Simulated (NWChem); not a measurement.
**Run report: CF₂ (charge +1), single-point calculation (part 2 of 3)**

Continued. System: CF₂, charge +1, multiplicity 2. Method: MP2/cc-pVTZ, UHF (NWChem 7.3.0). A bond length was changed on purpose from its optimised value.

Geometry of the input (Å):
```
F  1.1236  1.3972  0.7728
C  1.0202  0.2029  0.5839
F  -0.6548  -0.7516  -0.4435
```

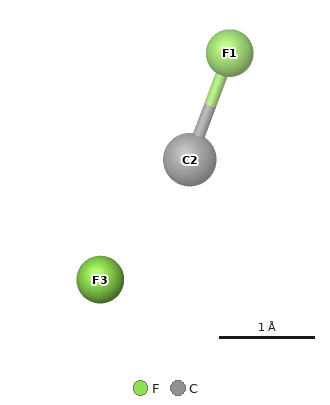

*The input geometry (ball-and-stick view, seen at an oblique angle; atoms are numbered from 1 in the order of the input). Sticks are drawn by distance; a stretched bond gets none, so the picture shows separate pieces.*

Output, continued
```
 Vector   12  Occ=1.000000D+00  E=-9.171782D-01
              MO Center=  2.9D-01, -3.6D-01,  1.2D-01, r^2= 1.8D+00
   Bfn.  Coefficient  Atom+Function         Bfn.  Coefficient  Atom+Function
  ----- ------------  ---------------      ----- ------------  ---------------
    33      0.390270  2 C  s                 34      0.234659  2 C  s
    69     -0.232833  3 F  py                39     -0.216274  2 C  py
    68     -0.213230  3 F  px                66     -0.189644  3 F  py
    36     -0.173020  2 C  py                65     -0.172166  3 F  px
    72     -0.161883  3 F  py

 Vector   13  Occ=0.000000D+00  E=-2.780960D-01
              MO Center=  1.0D+00,  2.6D-01,  5.9D-01, r^2= 1.3D+00
   Bfn.  Coefficient  Atom+Function         Bfn.  Coefficient  Atom+Function
  ----- ------------  ---------------      ----- ------------  ---------------
    40      0.419352  2 C  pz                43      0.403059  2 C  pz
    37      0.278162  2 C  pz                38     -0.230793  2 C  px
    41     -0.221826  2 C  px                13     -0.219505  1 F  pz
    10     -0.167742  1 F  pz                35     -0.153088  2 C  px

 Vector   14  Occ=0.000000D+00  E=-2.610319D-01
              MO Center=  1.0D+00,  2.7D-01,  5.8D-01, r^2= 1.3D+00
   Bfn.  Coefficient  Atom+Function         Bfn.  Coefficient  Atom+Function
  ----- ------------  ---------------      ----- ------------  ---------------
    38      0.441639  2 C  px                41      0.397239  2 C  px
    35      0.288939  2 C  px                40      0.237853  2 C  pz
    11     -0.219512  1 F  px                43      0.210096  2 C  pz
     8     -0.169691  1 F  px                37      0.154807  2 C  pz

 Vector   15  Occ=0.000000D+00  E=-8.869963D-03
              MO Center=  1.1D+00,  7.1D-01,  6.8D-01, r^2= 3.1D+00
   Bfn.  Coefficient  Atom+Function         Bfn.  Coefficient  Atom+Function
  ----- ------------  ---------------      ----- ------------  ---------------
     4      1.517133  1 F  s                 34     -1.392985  2 C  s
    42     -1.285994  2 C  py                12     -0.512031  1 F  py
    39     -0.456925  2 C  py                43     -0.216866  2 C  pz
     9     -0.162922  1 F  py

 Vector   16  Occ=0.000000D+00  E= 1.509603D-01
              MO Center=  1.7D+00, -1.0D-01,  9.1D-01, r^2= 2.5D+00
   Bfn.  Coefficient  Atom+Function         Bfn.  Coefficient  Atom+Function
  ----- ------------  ---------------      ----- ------------  ---------------
    34      0.991278  2 C  s                 41      0.967939  2 C  px
     4     -0.581515  1 F  s                 38     -0.558276  2 C  px
    39      0.535682  2 C  py                43      0.498810  2 C  pz
    33     -0.409601  2 C  s                 12      0.317519  1 F  py
    42     -0.306719  2 C  py                40     -0.248041  2 C  pz

 Vector   17  Occ=0.000000D+00  E= 1.531852D-01
              MO Center=  1.0D+00,  1.8D-01,  5.9D-01, r^2= 3.2D+00
   Bfn.  Coefficient  Atom+Function         Bfn.  Coefficient  Atom+Function
  ----- ------------  ---------------      ----- ------------  ---------------
    43      1.101078  2 C  pz                40     -0.706328  2 C  pz
    41     -0.605986  2 C  px                38      0.388733  2 C  px
    37     -0.213711  2 C  pz

 Vector   18  Occ=0.000000D+00  E= 1.964054D-01
              MO Center=  4.9D-01, -8.8D-02,  2.6D-01, r^2= 2.8D+00
   Bfn.  Coefficient  Atom+Function         Bfn.  Coefficient  Atom+Function
  ----- ------------  ---------------      ----- ------------  ---------------
    34      1.868598  2 C  s                  4     -1.023721  1 F  s
    41     -0.812233  2 C  px                39      0.682990  2 C  py
    33     -0.660007  2 C  s                 12      0.575500  1 F  py
    43     -0.471901  2 C  pz                38      0.451269  2 C  px
    53     -0.325863  2 C  d  2              40      0.323851  2 C  pz

 Vector   19  Occ=0.000000D+00  E= 2.982119D-01
              MO Center=  1.1D+00,  4.6D-01,  6.4D-01, r^2= 2.0D+00
   Bfn.  Coefficient  Atom+Function         Bfn.  Coefficient  Atom+Function
  ----- ------------  ---------------      ----- ------------  ---------------
    42      1.193871  2 C  py                 4     -1.064758  1 F  s
    34      0.585336  2 C  s                 53     -0.519580  2 C  d  2
    39     -0.467838  2 C  py                36     -0.370763  2 C  py
    51     -0.302094  2 C  d  0              43      0.240527  2 C  pz
     6     -0.234669  1 F  py                 9     -0.222127  1 F  py

 Vector   20  Occ=0.000000D+00  E= 4.691976D-01
              MO Center=  8.8D-01,  1.4D-01,  5.0D-01, r^2= 1.9D+00
   Bfn.  Coefficient  Atom+Function         Bfn.  Coefficient  Atom+Function
  ----- ------------  ---------------      ----- ------------  ---------------
    51      0.658683  2 C  d  0              52     -0.497903  2 C  d  1
    53     -0.398133  2 C  d  2              73     -0.245137  3 F  pz
    70      0.187527  3 F  pz

 Vector   21  Occ=0.000000D+00  E= 4.910714D-01
              MO Center=  8.0D-01,  3.0D-01,  4.7D-01, r^2= 2.1D+00
   Bfn.  Coefficient  Atom+Function         Bfn.  Coefficient  Atom+Function
  ----- ------------  ---------------      ----- ------------  ---------------
    52      0.686149  2 C  d  1              12      0.391979  1 F  py
    51      0.365324  2 C  d  0              33      0.326639  2 C  s
    49      0.321181  2 C  d -2               4     -0.318554  1 F  s
    53     -0.311995  2 C  d  2              72     -0.230334  3 F  py
    71      0.214099  3 F  px                69      0.197243  3 F  py

 Vector   22  Occ=0.000000D+00  E= 5.185705D-01
              MO Center=  1.1D+00,  1.4D+00,  7.6D-01, r^2= 2.2D+00
   Bfn.  Coefficient  Atom+Function         Bfn.  Coefficient  Atom+Function
  ----- ------------  ---------------      ----- ------------  ---------------
    12      1.696957  1 F  py                 4     -1.285034  1 F  s
    33      1.022136  2 C  s                 39      0.883387  2 C  py
    34      0.446515  2 C  s                 51     -0.431733  2 C  d  0
    53     -0.416296  2 C  d  2              31      0.377515  2 C  s
    52     -0.281393  2 C  d  1              32      0.277856  2 C  s

                     UHF Final Beta Molecular Orbital Analysis
                     -----------------------------------------

 Vector    2  Occ=1.000000D+00  E=-2.659806D+01
              MO Center= -6.5D-01, -7.5D-01, -4.4D-01, r^2= 1.2D-02
   Bfn.  Coefficient  Atom+Function         Bfn.  Coefficient  Atom+Function
  ----- ------------  ---------------      ----- ------------  ---------------
    61      0.976704  3 F  s

 Vector    3  Occ=1.000000D+00  E=-1.188219D+01
              MO Center=  1.0D+00,  2.0D-01,  5.8D-01, r^2= 2.7D-02
   Bfn.  Coefficient  Atom+Function         Bfn.  Coefficient  Atom+Function
  ----- ------------  ---------------      ----- ------------  ---------------
    31      0.978772  2 C  s

 Vector    4  Occ=1.000000D+00  E=-2.156207D+00
              MO Center=  1.1D+00,  1.2D+00,  7.4D-01, r^2= 3.6D-01
   Bfn.  Coefficient  Atom+Function         Bfn.  Coefficient  Atom+Function
  ----- ------------  ---------------      ----- ------------  ---------------
     3      0.537923  1 F  s                  4      0.250104  1 F  s
     2      0.151797  1 F  s

 Vector    5  Occ=1.000000D+00  E=-1.716659D+00
              MO Center= -6.4D-01, -7.4D-01, -4.3D-01, r^2= 3.6D-01
   Bfn.  Coefficient  Atom+Function         Bfn.  Coefficient  Atom+Function
  ----- ------------  ---------------      ----- ------------  ---------------
    63      0.573663  3 F  s                 64      0.379336  3 F  s
    62      0.166462  3 F  s

 Vector    6  Occ=1.000000D+00  E=-1.332417D+00
              MO Center=  1.1D+00,  1.3D+00,  7.5D-01, r^2= 6.5D-01
   Bfn.  Coefficient  Atom+Function         Bfn.  Coefficient  Atom+Function
  ----- ------------  ---------------      ----- ------------  ---------------
     9      0.364810  1 F  py                33     -0.344317  2 C  s
     6      0.296490  1 F  py                 4      0.250943  1 F  s
     3      0.230453  1 F  s

 Vector    7  Occ=1.000000D+00  E=-1.153800D+00
              MO Center=  1.1D+00,  1.3D+00,  7.5D-01, r^2= 5.6D-01
   Bfn.  Coefficient  Atom+Function         Bfn.  Coefficient  Atom+Function
  ----- ------------  ---------------      ----- ------------  ---------------
     8      0.403812  1 F  px                 5      0.319699  1 F  px
    11      0.224110  1 F  px                10      0.214080  1 F  pz
     7      0.169442  1 F  pz

 Vector    8  Occ=1.000000D+00  E=-1.151214D+00
              MO Center=  1.1D+00,  1.3D+00,  7.5D-01, r^2= 5.3D-01
   Bfn.  Coefficient  Atom+Function         Bfn.  Coefficient  Atom+Function
  ----- ------------  ---------------      ----- ------------  ---------------
    10      0.404572  1 F  pz                 7      0.319802  1 F  pz
    13      0.224300  1 F  pz                 8     -0.222659  1 F  px
     5     -0.176005  1 F  px

 Vector    9  Occ=1.000000D+00  E=-9.964060D-01
              MO Center=  5.3D-01, -1.9D-01,  2.7D-01, r^2= 1.6D+00
   Bfn.  Coefficient  Atom+Function         Bfn.  Coefficient  Atom+Function
  ----- ------------  ---------------      ----- ------------  ---------------
    33      0.395633  2 C  s                 34      0.249228  2 C  s
    39     -0.241082  2 C  py                36     -0.192844  2 C  py
    69      0.182852  3 F  py                 9      0.156500  1 F  py

 Vector   10  Occ=1.000000D+00  E=-9.129875D-01
              MO Center= -6.5D-01, -7.5D-01, -4.4D-01, r^2= 4.5D-01
   Bfn.  Coefficient  Atom+Function         Bfn.  Coefficient  Atom+Function
  ----- ------------  ---------------      ----- ------------  ---------------
    70      0.419274  3 F  pz                67      0.341680  3 F  pz
    73      0.299605  3 F  pz                68     -0.230750  3 F  px
    65     -0.188046  3 F  px                71     -0.164889  3 F  px

 Vector   11  Occ=1.000000D+00  E=-8.835361D-01
              MO Center= -1.4D-01, -5.4D-01, -1.3D-01, r^2= 1.6D+00
   Bfn.  Coefficient  Atom+Function         Bfn.  Coefficient  Atom+Function
  ----- ------------  ---------------      ----- ------------  ---------------
    69      0.338832  3 F  py                33     -0.294174  2 C  s
    66      0.275453  3 F  py                72      0.250068  3 F  py
    68      0.189770  3 F  px                34     -0.171536  2 C  s
    39      0.157997  2 C  py                65      0.153352  3 F  px

 Vector   12  Occ=0.000000D+00  E=-2.775101D-01
              MO Center=  1.0D+00,  2.6D-01,  5.9D-01, r^2= 1.3D+00
   Bfn.  Coefficient  Atom+Function         Bfn.  Coefficient  Atom+Function
  ----- ------------  ---------------      ----- ------------  ---------------
    40      0.419263  2 C  pz                43      0.403294  2 C  pz
    37      0.278088  2 C  pz                38     -0.230744  2 C  px
    41     -0.221956  2 C  px                13     -0.219254  1 F  pz
    10     -0.167515  1 F  pz                35     -0.153048  2 C  px

 Vector   13  Occ=0.000000D+00  E=-2.641544D-01
              MO Center=  9.7D-01,  2.1D-01,  5.6D-01, r^2= 1.4D+00
   Bfn.  Coefficient  Atom+Function         Bfn.  Coefficient  Atom+Function
  ----- ------------  ---------------      ----- ------------  ---------------
    38      0.435386  2 C  px                41      0.380104  2 C  px
    35      0.282743  2 C  px                40      0.234426  2 C  pz
    11     -0.209896  1 F  px                43      0.203922  2 C  pz
     8     -0.163928  1 F  px                37      0.150970  2 C  pz

 Vector   14  Occ=0.000000D+00  E=-1.641651D-01
              MO Center= -5.1D-01, -6.2D-01, -3.5D-01, r^2= 1.2D+00
   Bfn.  Coefficient  Atom+Function         Bfn.  Coefficient  Atom+Function
  ----- ------------  ---------------      ----- ------------  ---------------
    71      0.385488  3 F  px                72     -0.281535  3 F  py
    42     -0.272781  2 C  py                68      0.267995  3 F  px
     4      0.234520  1 F  s                 65      0.227729  3 F  px
    34     -0.216074  2 C  s                 73      0.181038  3 F  pz
    69     -0.170608  3 F  py                66     -0.150530  3 F  py

 Vector   15  Occ=0.000000D+00  E= 2.200132D-03
              MO Center=  1.0D+00,  7.0D-01,  6.5D-01, r^2= 3.3D+00
   Bfn.  Coefficient  Atom+Function         Bfn.  Coefficient  Atom+Function
  ----- ------------  ---------------      ----- ------------  ---------------
     4      1.541272  1 F  s                 34     -1.437820  2 C  s
    42     -1.254384  2 C  py                12     -0.534604  1 F  py
    39     -0.491672  2 C  py                43     -0.234069  2 C  pz
    41     -0.173376  2 C  px                 9     -0.157489  1 F  py
    53      0.153302  2 C  d  2

 Vector   16  Occ=0.000000D+00  E= 1.536606D-01
              MO Center=  1.0D+00,  1.8D-01,  5.9D-01, r^2= 3.2D+00
   Bfn.  Coefficient  Atom+Function         Bfn.  Coefficient  Atom+Function
  ----- ------------  ---------------      ----- ------------  ---------------
    43      1.102041  2 C  pz                40     -0.706693  2 C  pz
    41     -0.606516  2 C  px                38      0.388933  2 C  px
    37     -0.213697  2 C  pz

 Vector   17  Occ=0.000000D+00  E= 1.563362D-01
              MO Center=  1.6D+00, -8.0D-02,  8.8D-01, r^2= 2.6D+00
   Bfn.  Coefficient  Atom+Function         Bfn.  Coefficient  Atom+Function
  ----- ------------  ---------------      ----- ------------  ---------------
    41      1.000819  2 C  px                34      0.837768  2 C  s
    38     -0.589961  2 C  px                43      0.512462  2 C  pz
    39      0.478351  2 C  py                 4     -0.463687  1 F  s
    33     -0.373586  2 C  s                 42     -0.346920  2 C  py
    40     -0.271816  2 C  pz                12      0.260607  1 F  py

 Vector   18  Occ=0.000000D+00  E= 1.997346D-01
              MO Center=  5.1D-01, -1.3D-01,  2.7D-01, r^2= 2.8D+00
   Bfn.  Coefficient  Atom+Function         Bfn.  Coefficient  Atom+Function
  ----- ------------  ---------------      ----- ------------  ---------------
    34      1.902116  2 C  s                  4     -1.025706  1 F  s
    41     -0.768283  2 C  px                39      0.700092  2 C  py
    33     -0.682050  2 C  s                 12      0.579516  1 F  py
    43     -0.452342  2 C  pz                38      0.412802  2 C  px
    53     -0.333444  2 C  d  2              64     -0.314999  3 F  s

 Vector   19  Occ=0.000000D+00  E= 2.984893D-01
              MO Center=  1.1D+00,  4.5D-01,  6.5D-01, r^2= 2.0D+00
   Bfn.  Coefficient  Atom+Function         Bfn.  Coefficient  Atom+Function
  ----- ------------  ---------------      ----- ------------  ---------------
    42      1.193231  2 C  py                 4     -1.061956  1 F  s
    34      0.581423  2 C  s                 53     -0.518389  2 C  d  2
    39     -0.469343  2 C  py                36     -0.370710  2 C  py
    51     -0.302126  2 C  d  0              43      0.241596  2 C  pz
     6     -0.234526  1 F  py                 9     -0.222033  1 F  py

 Vector   20  Occ=0.000000D+00  E= 4.709419D-01
              MO Center=  9.0D-01,  1.5D-01,  5.1D-01, r^2= 1.8D+00
   Bfn.  Coefficient  Atom+Function         Bfn.  Coefficient  Atom+Function
  ----- ------------  ---------------      ----- ------------  ---------------
    51      0.663254  2 C  d  0              52     -0.501670  2 C  d  1
    53     -0.401239  2 C  d  2              73     -0.223831  3 F  pz
    70      0.181750  3 F  pz

 Vector   21  Occ=0.000000D+00  E= 4.994980D-01
              MO Center=  8.9D-01,  2.8D-01,  5.2D-01, r^2= 1.8D+00
   Bfn.  Coefficient  Atom+Function         Bfn.  Coefficient  Atom+Function
  ----- ------------  ---------------      ----- ------------  ---------------
    52      0.746470  2 C  d  1              51      0.434828  2 C  d  0
    49      0.297878  2 C  d -2              53     -0.259348  2 C  d  2
    33      0.183043  2 C  s                 12      0.154457  1 F  py
    69      0.153094  3 F  py

 Vector   22  Occ=0.000000D+00  E= 5.210168D-01
              MO Center=  1.1D+00,  1.5D+00,  7.8D-01, r^2= 2.1D+00
   Bfn.  Coefficient  Atom+Function         Bfn.  Coefficient  Atom+Function
  ----- ------------  ---------------      ----- ------------  ---------------
    12      1.767786  1 F  py                 4     -1.331927  1 F  s
    33      1.074099  2 C  s                 39      0.912988  2 C  py
    53     -0.476889  2 C  d  2              34      0.446635  2 C  s
    31      0.396094  2 C  s                 51     -0.365562  2 C  d  0
    32      0.294179  2 C  s                 13      0.277280  1 F  pz

 center of mass
 --------------
 x =   0.79929109 y =   0.55558533 z =   0.50130292

 moments of inertia (a.u.)
 ------------------
         213.005869580351        -126.562346743492         -84.101520834537
        -126.562346743492         183.298503764112         -87.019272489443
         -84.101520834537         -87.019272489443         284.495767115208

  Mulliken analysis of the total density
  --------------------------------------
```
